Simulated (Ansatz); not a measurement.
Stretching the Ge1–H3 bond in ClGeH3 (SMILES [Cl][GeH3]) (multiplicity 1 held, fragments rigid). Energies count from the point at 1.533 Å.
Geometry at that point (charge 0, multiplicity 1):
```xyz
5

Ge    -0.684     0.032     0.004
Cl     1.488    -0.069    -0.008
H     -1.070     1.467    -0.374
H     -1.143    -0.327     1.422
H     -1.186    -0.983    -1.030
```

Restricted levels (R-, RO-) in cc, def2 and unpolarised 6-31G sets keep to the state of the molecule at rest. U- levels take the lowest unrestricted solution at each point, which mixes spins at long bonds. Active spaces are followed from a long bond inwards. Levels need not reach the same state.

Frozen-core correlation. Filled d and f shells under p-block atoms count as core.

Programs: Ansatz (Gaussian basis) for Hartree–Fock, density functionals and correlated methods. Values without a source in brackets are computed.

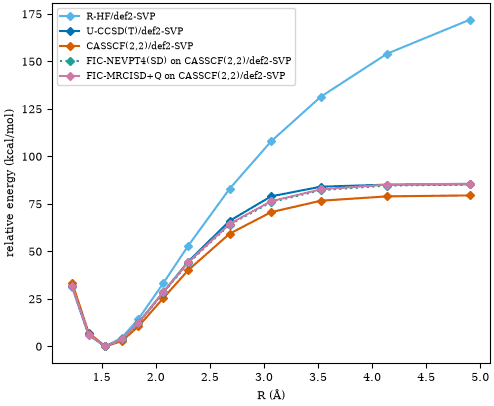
Relative energy along the coordinate

### Question
Read off the R-HF/def2-SVP curve at R = 2.683.

### Answer
about 83 kcal/mol

Doubts at one or more of the structures used: a restricted determinant that unrestricted orbitals would lower (R-HF/def2-SVP); a spin-contaminated determinant (U-CCSD(T)/def2-SVP); T1 above 0.05 (U-CCSD(T)/def2-SVP).

Ansatz is a quantum-chemistry and plane-wave program.
